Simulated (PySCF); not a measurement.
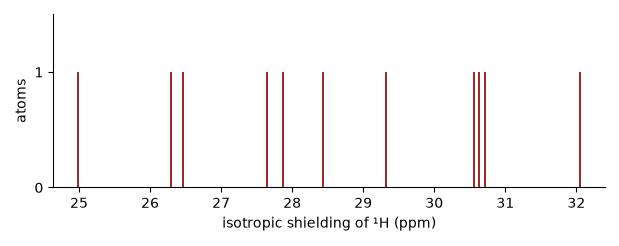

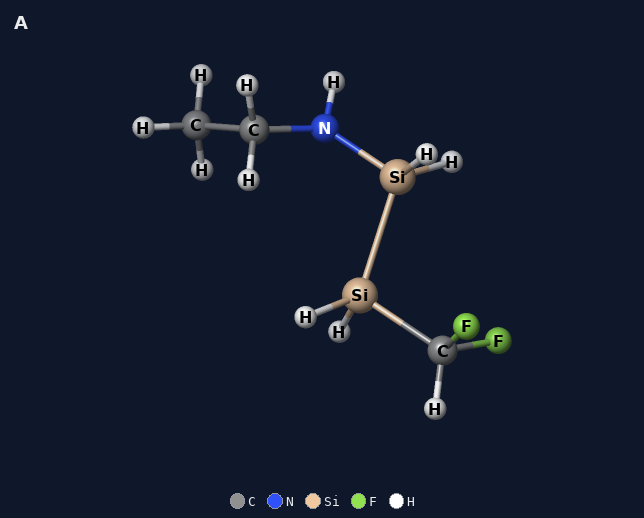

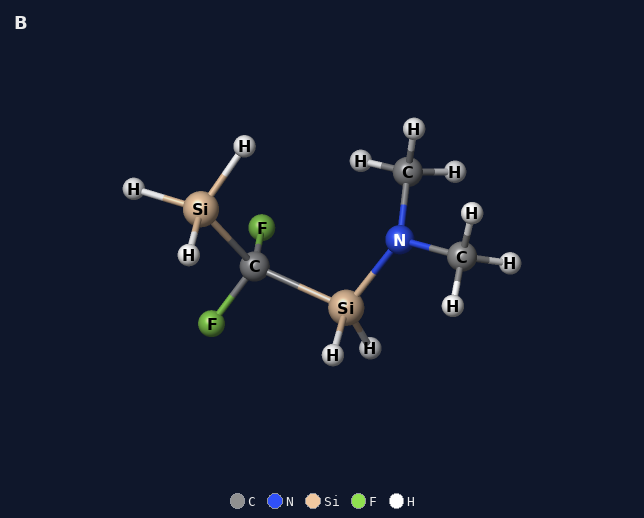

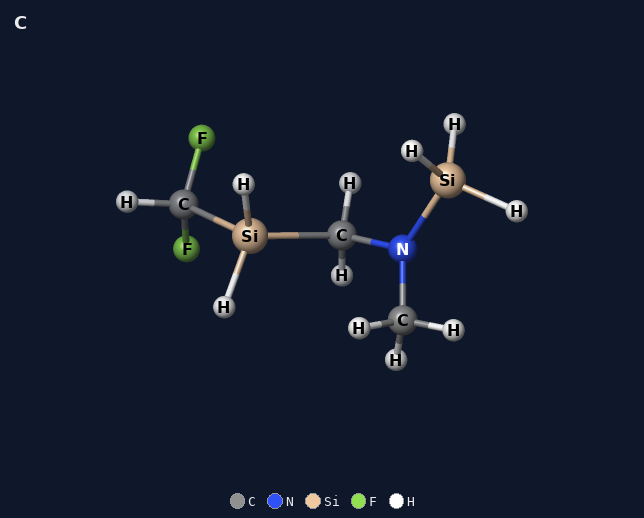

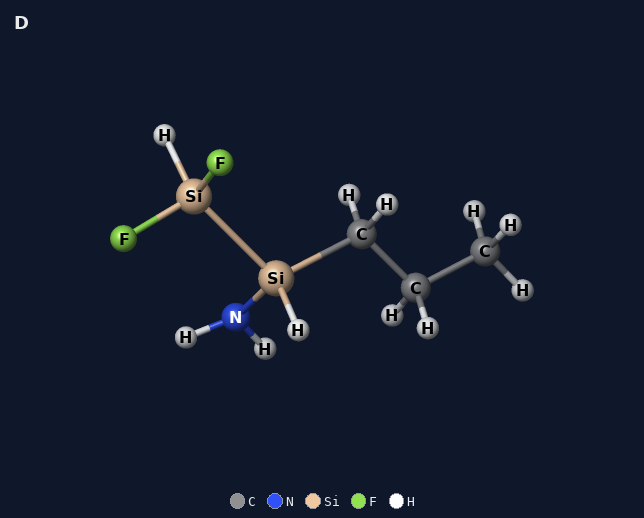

The sticks are computed shieldings of one of the molecules, for one fixed geometry (GFN2-xTB) without averaging over rotations. Low shielding means a high chemical shift. Method: GIAO PBE0/pcSseg-1 NMR shielding, non-relativistic, gas phase (PySCF 2.14.0).

> Match the spectrum to a structure.

A, `CCN[SiH2][SiH2]C(F)F`. Its 11 H atoms give lines at 24.99, 26.29, 26.46, 27.65, 27.87, 28.44, 29.31, 30.56, 30.64, 30.71, 32.05 ppm.

The geometry is semi-empirical. Around Si such bond lengths and angles can be off by a tenth of an ångström or more and by several degrees, and values that hang on the shape move with them.
